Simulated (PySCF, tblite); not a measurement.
# C₃H₁₀Al₂Cl₂: a rotation path, then NMR shifts on frames

How do NMR shifts of C₃H₁₀Al₂Cl₂ (`CC[CH2][AlH-]1[Cl+][AlH2-][Cl+]1`) change as the atoms move?

The runs use tblite 0.8.0 and PySCF 2.14.0, with density-fitted response routines of our own; the level of theory stands in each step. All values are computed, except where a source is named. Atoms count from 0, in the outputs and in this text.

## 1. Starting geometry

17 atoms, charge 0, multiplicity 1; geometry from: GFN2-xTB.

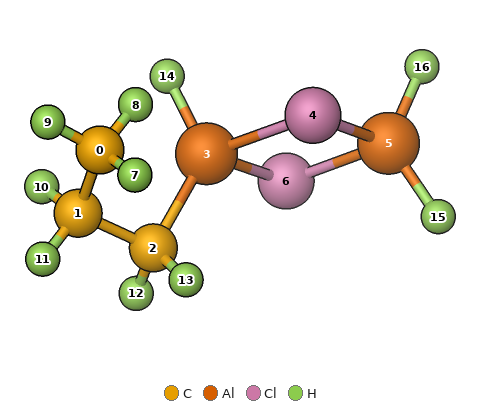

As it starts; carbon amber, aluminium orange, chlorine pink, hydrogen green, atoms numbered; sticks join atoms by distance.

## 2. A band between two rotamers with GFN2-xTB

What the job is given:

```
{"job": {"kind": "neb", "xc": "GFN2-xTB", "basis": "xTB", "atoms": [0, 1, 2, 3], "turn": 120}, "charge": 0, "multiplicity": 1}
C     -2.073341     0.730454     0.663009
C     -2.058812    -0.404988    -0.347177
C     -0.721119    -1.160279    -0.269652
Al     0.625021     0.262731    -0.604157
Cl     1.756362     0.873346     1.218571
Al     3.605642     0.119404     0.361763
Cl     2.540080    -0.486333    -1.436667
H     -1.981295     0.344459     1.676099
H     -1.218145     1.390220     0.470485
H     -2.985114     1.318875     0.594952
H     -2.180007     0.012322    -1.351210
H     -2.904963    -1.073793    -0.166073
H     -0.733381    -1.975966    -1.006419
H     -0.665154    -1.661869     0.708161
H      0.416856     1.573343    -1.391245
H      4.025966    -1.146077     1.137116
H      4.544404     1.296183     0.031459
```

Method: GFN2-xTB climbing-image nudged elastic band, gas phase.

Command:

```
$ OMP_NUM_THREADS=1 python probes_run.py task.json out
```

One launch serves the whole session: the jobs run in the order shown.

The log of the run:

```text
image   E - E0 / eV
  0      -0.0000
  1       0.0153
  2       0.0595
  3       0.0996
  4       0.1110
  5       0.0882
  6       0.0759
  7       0.0784
  8      -0.0001
```

Run time: 9.4 s. Hardware: 1 thread of Intel Xeon 6975P-C, shared host; peak memory 0.19 GiB.

The final band, with the dihedral C0–C1–C2–Al3:

```csv
image,dihedral (°),energy (eV),energy (kcal/mol)
0,-57,0.000,0.0
1,-45,0.015,0.4
2,-31,0.060,1.4
3,-16,0.100,2.3
4,1,0.111,2.6
5,28,0.088,2.0
6,51,0.076,1.8
7,82,0.078,1.8
8,57,0.000,0.0
```

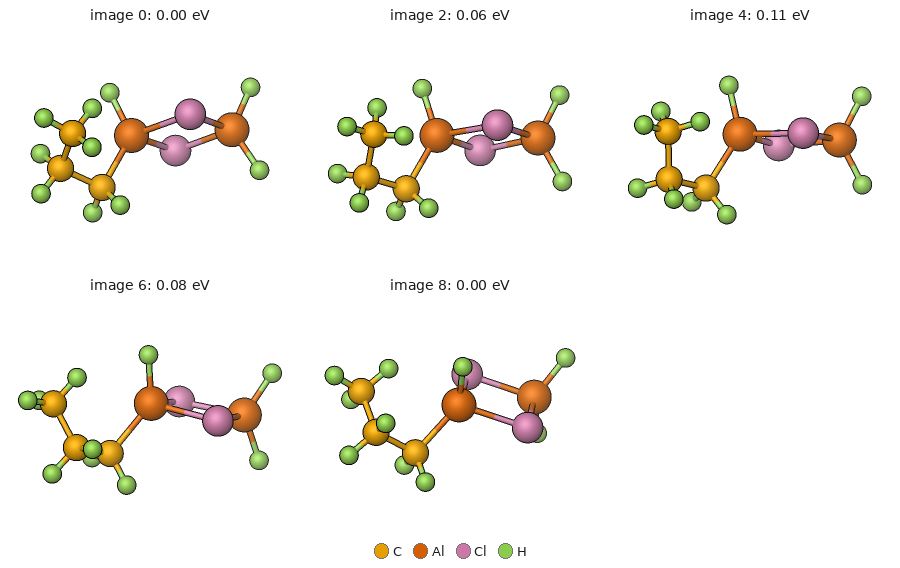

Images along the band.

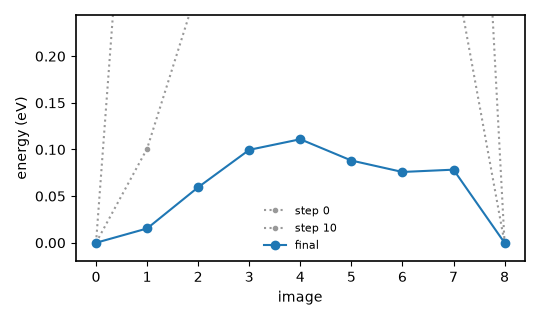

Energy along the band, early and final.

## 3. Nuclear shieldings: image 0, PBE0/pcSseg-1

What the job is given:

```
{"job": {"kind": "nmr", "xc": "PBE0", "basis": "pcSseg-1", "pop": false}, "charge": 0, "multiplicity": 1}
C     -2.073300     0.730500     0.663000
C     -2.058800    -0.405000    -0.347200
C     -0.721100    -1.160300    -0.269700
Al     0.625000     0.262700    -0.604200
Cl     1.756400     0.873300     1.218600
Al     3.605600     0.119400     0.361800
Cl     2.540100    -0.486300    -1.436700
H     -1.981300     0.344500     1.676100
H     -1.218100     1.390200     0.470500
H     -2.985100     1.318900     0.595000
H     -2.180000     0.012300    -1.351200
H     -2.905000    -1.073800    -0.166100
H     -0.733400    -1.976000    -1.006400
H     -0.665200    -1.661900     0.708200
H      0.416900     1.573300    -1.391200
H      4.026000    -1.146100     1.137100
H      4.544400     1.296200     0.031500
```

With the program's defaults for keys left out, this is: GIAO PBE0/pcSseg-1 NMR shielding, non-relativistic, gas phase.

The log of the run:

```text
coarse grid: 15960 points
cycle   1  E = -1524.8901347704  dE =  5.371e-01  |g| = 4.480e-01  |ddm| = 3.611e+00
cycle   2  E = -1524.8793539168  dE =  1.078e-02  |g| = 5.000e-01  |ddm| = 9.053e-01
cycle   3  E = -1524.9447428164  dE = -6.539e-02  |g| = 5.283e-02  |ddm| = 5.081e-01
cycle   4  E = -1524.9454003803  dE = -6.576e-04  |g| = 1.968e-02  |ddm| = 7.406e-02
cycle   5  E = -1524.9454814770  dE = -8.110e-05  |g| = 3.636e-03  |ddm| = 2.061e-02
cycle   6  E = -1524.9454845271  dE = -3.050e-06  |g| = 1.223e-03  |ddm| = 3.984e-03
final grid: 134616 points
cycle   7  E = -1524.9830769628  dE = -3.596e-05  |g| = 7.701e-03  |ddm| = 2.320e-02
cycle   8  E = -1524.9830712419  dE =  5.721e-06  |g| = 8.685e-03  |ddm| = 1.324e-02
cycle   9  E = -1524.9830904741  dE = -1.923e-05  |g| = 7.143e-04  |ddm| = 7.599e-03
cycle  10  E = -1524.9830905665  dE = -9.239e-08  |g| = 1.752e-04  |ddm| = 7.956e-04
cycle  11  E = -1524.9830905738  dE = -7.341e-09  |g| = 4.145e-05  |ddm| = 1.830e-04
cycle  12  E = -1524.9830905742  dE = -3.911e-10  |g| = 1.140e-05  |ddm| = 4.550e-05
converged SCF energy = -1524.9830905742

GIAO shielding tensors (ppm)
atom      isotropic    diamagn.    paramagn.     s11        s22        s33       span
  0 C      162.596     250.968     -88.371    146.096    160.684    181.009     34.913
  1 C      164.747     248.347     -83.600    158.991    163.556    171.694     12.703
  2 C      166.981     250.959     -83.978    149.736    168.349    182.859     33.123
  3 Al     408.752     795.737    -386.985    342.017    361.780    522.458    180.441
  4 Cl     927.835    1152.347    -224.511    832.800    951.639    999.068    166.268
  5 Al     413.619     795.087    -381.468    360.901    383.941    496.014    135.113
  6 Cl     928.704    1150.968    -222.264    837.045    949.182    999.886    162.841
  7 H       30.588      31.043      -0.455     27.458     28.789     35.519      8.061
  8 H       31.108      32.118      -1.009     26.799     31.128     35.399      8.600
  9 H       30.149      28.754       1.395     25.451     26.948     38.048     12.598
 10 H       30.185      30.843      -0.658     26.172     28.475     35.908      9.736
 11 H       29.786      29.278       0.508     24.312     27.820     37.225     12.913
 12 H       30.708      31.088      -0.381     25.513     29.434     37.175     11.661
 13 H       30.798      32.112      -1.314     27.368     29.664     35.362      7.993
 14 H       27.008      29.557      -2.548     23.204     25.741     32.080      8.876
 15 H       27.168      28.580      -1.412     24.069     24.255     33.182      9.113
 16 H       27.127      27.997      -0.870     23.821     24.194     33.366      9.545
```

Run time: 27 s. Hardware: 1 thread of Intel Xeon 6975P-C, shared host; peak memory 0.89 GiB.

Shifts follow as δ = σ(reference) − σ, with reference shieldings (ppm) from runs at the same level and on the same kind of geometry: 1H TMS 31.72, 13C TMS 186.9, 27Al AlH4- 490.0, 35Cl HCl 950. The references are single molecules in the gas phase. Shifts against hydride references such as AlH4− lie on their own scale. Each atom is listed at this fixed geometry, with no averaging over motion; a spectrum would average atoms that exchange fast.

```csv
atoms,environment,σ (ppm),δ (ppm)
C0,methyl carbon,162.6,24.3
C1,sp3 CH2,164.7,22.2
C2,sp3 CH2 bonded to Al,167.0,19.9
H14,"hydrogen on an aluminium bonded to C, 2 Cl, in a 4-membered ring",27.01,4.71
H16,"hydrogen on an aluminium bonded to 2 Cl, in a 4-membered ring",27.13,4.59
H15,"hydrogen on an aluminium bonded to 2 Cl, in a 4-membered ring",27.17,4.55
H11,hydrogen on an sp3 CH2,29.79,1.93
H9,hydrogen on a methyl carbon,30.15,1.57
H10,hydrogen on an sp3 CH2,30.19,1.53
H7,hydrogen on a methyl carbon,30.59,1.13
H12,hydrogen on an sp3 CH2 bonded to Al,30.71,1.01
H13,hydrogen on an sp3 CH2 bonded to Al,30.80,0.92
H8,hydrogen on a methyl carbon,31.11,0.61
Al3,"aluminium bonded to C, 2 Cl, H, in a 4-membered ring",408.8,81.2
Al5,"aluminium bonded to 2 Cl, 2 H, in a 4-membered ring",413.6,76.3
Cl4,"chlorine bonded to 2 Al, in a 4-membered ring",928,22
Cl6,"chlorine bonded to 2 Al, in a 4-membered ring",929,21
```

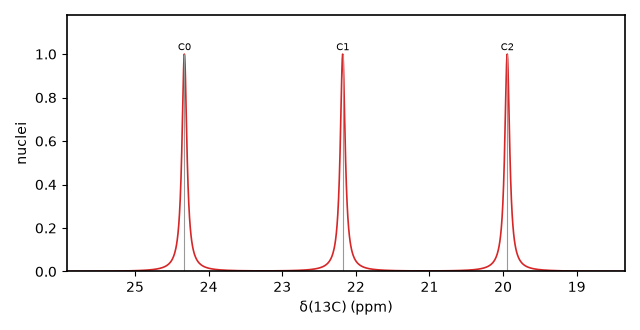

13C lines at the computed shifts, without couplings. Lines are broadened to a width of 0.08 ppm (Lorentzian).

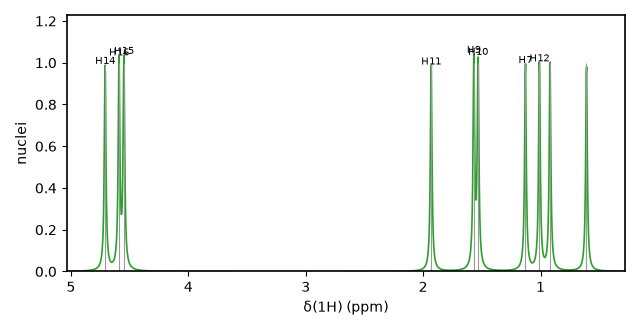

1H lines at the computed shifts, without couplings. Lines are broadened to a width of 0.02 ppm (Lorentzian).

Orbitals, density, ELF and potential are computed afterwards from the orbital file.

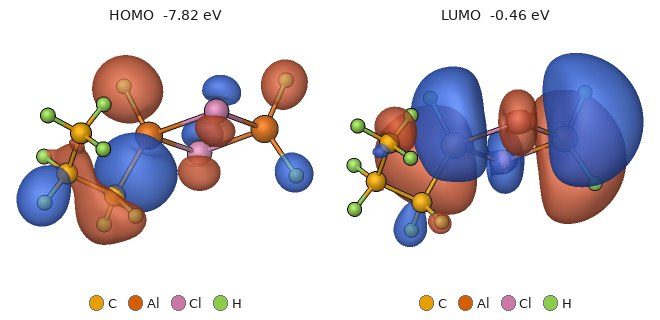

PBE0/pcSseg-1 orbitals near the gap, drawn at the value that encloses 70 % of each; the two colours are the two signs.

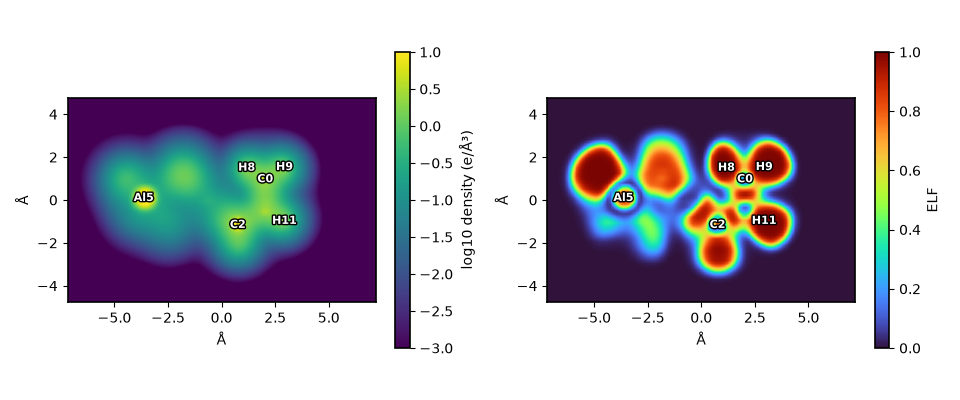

Density (left) and ELF (right) in a plane through or near 6 of the atoms.

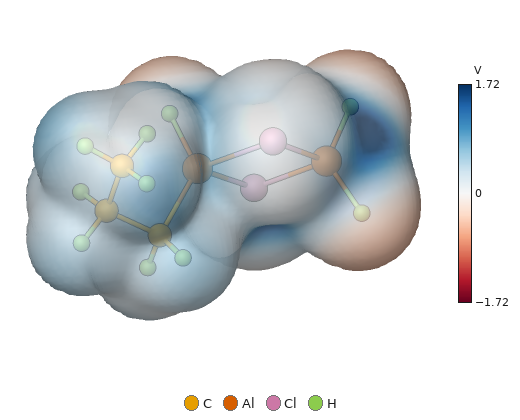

Electrostatic potential on the surface of density 0.002 e/bohr³; red is low, blue high. It runs from -0.52 to 1.72 V.

## 4. Nuclear shieldings: image 2, PBE0/pcSseg-1

What the job is given:

```
{"job": {"kind": "nmr", "xc": "PBE0", "basis": "pcSseg-1", "pop": false}, "charge": 0, "multiplicity": 1}
C     -2.099000     0.829500     0.479900
C     -2.121900    -0.526100    -0.211200
C     -0.691600    -1.076600    -0.368300
Al     0.637400     0.398200    -0.578200
Cl     1.738200     0.678500     1.355500
Al     3.586300     0.001500     0.435600
Cl     2.540900    -0.350500    -1.443200
H     -1.564300     0.761400     1.427200
H     -1.575100     1.548600    -0.154100
H     -3.102800     1.202900     0.670300
H     -2.586000    -0.413900    -1.192700
H     -2.741200    -1.219500     0.364200
H     -0.687100    -1.820800    -1.177600
H     -0.451300    -1.661300     0.537500
H      0.577400     1.822700    -1.162200
H      3.990600    -1.364400     1.025900
H      4.542500     1.201600     0.280400
```

With the program's defaults for keys left out, this is: GIAO PBE0/pcSseg-1 NMR shielding, non-relativistic, gas phase.

The log of the run:

```text
coarse grid: 15960 points
cycle   1  E = -1524.8892782375  dE =  5.099e-01  |g| = 4.473e-01  |ddm| = 3.620e+00
cycle   2  E = -1524.8792470817  dE =  1.003e-02  |g| = 4.969e-01  |ddm| = 8.944e-01
cycle   3  E = -1524.9436936574  dE = -6.445e-02  |g| = 5.355e-02  |ddm| = 5.004e-01
cycle   4  E = -1524.9443731863  dE = -6.795e-04  |g| = 1.994e-02  |ddm| = 7.462e-02
cycle   5  E = -1524.9444574305  dE = -8.424e-05  |g| = 3.659e-03  |ddm| = 2.104e-02
cycle   6  E = -1524.9444605106  dE = -3.080e-06  |g| = 1.254e-03  |ddm| = 4.004e-03
final grid: 134616 points
cycle   7  E = -1524.9823863604  dE = -3.680e-05  |g| = 7.932e-03  |ddm| = 2.462e-02
cycle   8  E = -1524.9823802219  dE =  6.138e-06  |g| = 8.970e-03  |ddm| = 1.375e-02
cycle   9  E = -1524.9824007631  dE = -2.054e-05  |g| = 7.220e-04  |ddm| = 7.844e-03
cycle  10  E = -1524.9824008567  dE = -9.360e-08  |g| = 1.892e-04  |ddm| = 8.140e-04
cycle  11  E = -1524.9824008653  dE = -8.652e-09  |g| = 4.146e-05  |ddm| = 1.928e-04
cycle  12  E = -1524.9824008657  dE = -3.802e-10  |g| = 1.176e-05  |ddm| = 4.663e-05
converged SCF energy = -1524.9824008657

GIAO shielding tensors (ppm)
atom      isotropic    diamagn.    paramagn.     s11        s22        s33       span
  0 C      164.320     252.198     -87.878    145.825    162.601    184.533     38.707
  1 C      165.280     245.536     -80.256    157.828    164.413    173.598     15.770
  2 C      165.691     251.626     -85.934    144.737    165.590    186.747     42.010
  3 Al     406.102     795.896    -389.795    326.899    362.160    529.245    202.346
  4 Cl     928.989    1152.485    -223.496    836.364    950.611    999.991    163.627
  5 Al     413.716     795.169    -381.453    361.019    384.394    495.735    134.717
  6 Cl     933.060    1151.097    -218.037    835.473    961.164   1002.544    167.071
  7 H       30.857      31.919      -1.063     26.923     31.152     34.495      7.573
  8 H       30.142      31.490      -1.348     26.069     30.137     34.220      8.151
  9 H       30.265      28.543       1.721     25.364     27.160     38.269     12.905
 10 H       30.139      29.757       0.383     25.353     28.739     36.326     10.973
 11 H       29.905      29.313       0.592     24.538     28.133     37.045     12.508
 12 H       30.553      31.049      -0.495     25.122     30.060     36.479     11.357
 13 H       30.381      32.211      -1.830     26.255     30.445     34.442      8.187
 14 H       26.701      29.496      -2.796     22.653     25.617     31.832      9.179
 15 H       27.178      28.623      -1.445     24.110     24.207     33.216      9.106
 16 H       27.122      28.032      -0.911     23.835     24.213     33.316      9.480
```

Wall time 21 s (1 thread of Intel Xeon 6975P-C, shared host); peak memory 0.91 GiB.

Key values: δ C0 22.6, C1 21.6, C2 21.2, Al3 83.9, H14 5.02, H16 4.60 ppm.

(Part 1 of 2 ends here.)
